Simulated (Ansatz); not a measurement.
## Electronic structure of H$_{4}$O$_{2}$Si···NH$_{3}$ in real space

```xyz
11

Si   -0.1373   -1.0294    0.1415
O     1.4323   -0.5284   -0.3877
H     0.0380   -2.4565    0.6119
H    -1.1135   -0.9544   -0.9758
O    -0.8006   -0.1134    1.3797
H     0.7075    1.5961   -0.7148
N    -0.2459    1.9620   -0.7654
H     2.0972   -1.1954   -0.1321
H    -0.5490   -0.4274    2.2683
H    -0.7143    1.4632   -1.5279
H    -0.7144    1.6836    0.1025
```

Not at a stationary point (largest force 1.2 eV/Å).

Computed with RKS PBE-D4/6-31G* in Ansatz 0.2.0.

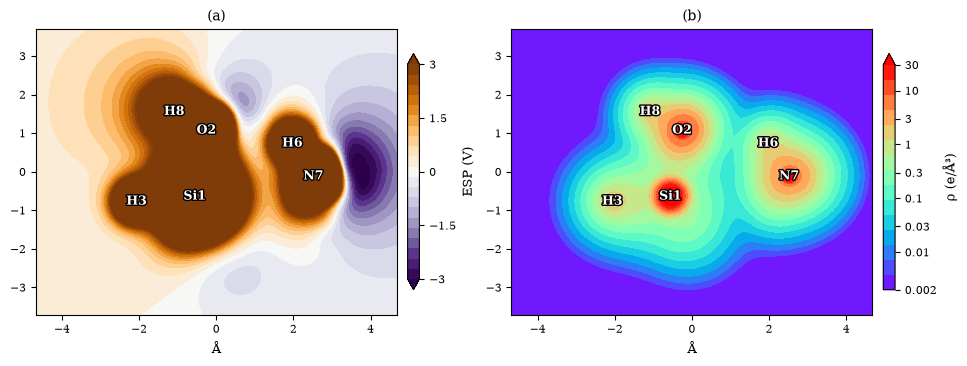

Figure 1. (a) electrostatic potential; (b) total electron density on the plane of atoms O2, Si1 and H3.

Read the bonding off the picture.

The section cuts through Si, O, H and N sites. Si1···N7 (3.13 Å): the density falls to about 0.08 e/Å³ on the way. O–H (0.98 Å): ρ at the midpoint is about 3.5 e/Å³. Si–O (1.73 Å): ρ at the midpoint is about 0.97 e/Å³. N–H (1.02 Å): the density is about 2.8 e/Å³ at the midpoint. Si–H (1.51 Å): ρ is about 0.77 e/Å³ halfway. Outside the dense part of the complex the potential is most negative (−3.2 V) near N7.

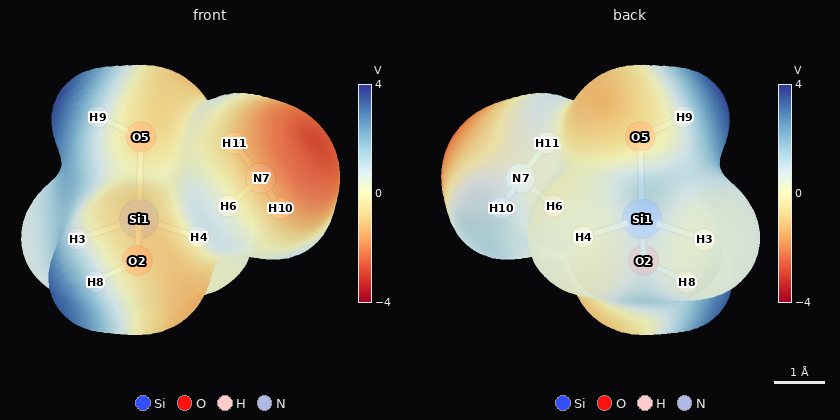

Figure 2. The electrostatic potential painted on the density surface at 0.004 e/bohr³, seen from the front and from behind; the colour scale runs from red (negative) to blue (positive).

Which sites attract a positive test charge, and which a negative one?

A positive charge is drawn to the negative regions and a negative charge to the positive ones. The most negative region (about −2.8 V) lies over N7, the most positive (about +3.6 V) over H9. N7 is the likeliest acceptor of a hydrogen bond.

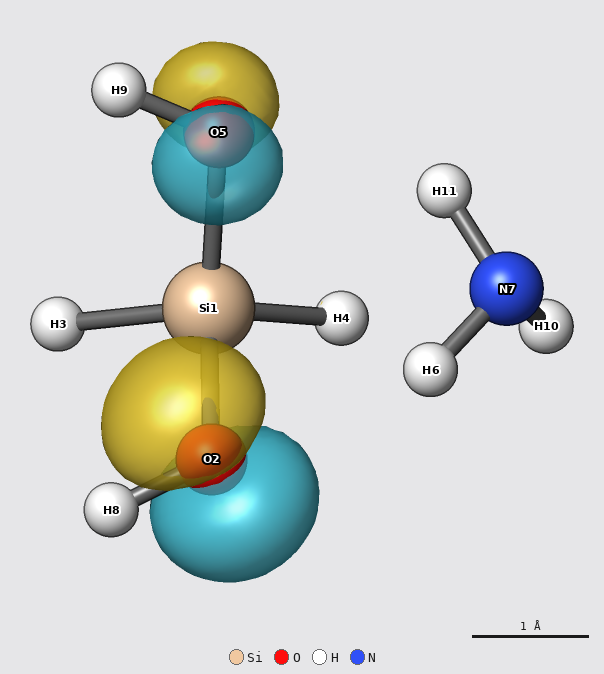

Figure 3. The HOMO−1 at ±0.2 Å⁻³ᐟ² (yellow and cyan are the two phases), seen at a tilt.

Describe this orbital and give its energy.

It lies mainly on O2 (about 60 %) and O5 (about 20 %). Its energy is −7.27 eV.
